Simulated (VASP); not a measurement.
Band structure of SiC (wurtzite). Computed with MS2 meta-GGA, VASP's PBE PAW potentials (set 64) (plane waves; VASP 6.6.1).

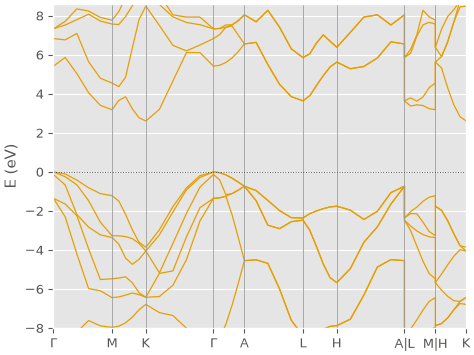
Fig. 1. Bands along high-symmetry lines, zero at the valence-band maximum or, without a gap, the Fermi level

Question: Read the plot: is there a gap, and where are the band edges?

Answer: The gap is indirect, 2.61 eV, from the valence maximum at Γ to the conduction minimum at K.

Measured: gap 3.33 eV (computed value off by -0.72 eV), as given by Daiki Deguchi et al., Japanese Journal of Applied Physics (2016), arXiv:1512.06930.

The compound is SiC in the wurtzite structure, the rare 2H polytype. It was relaxed first.
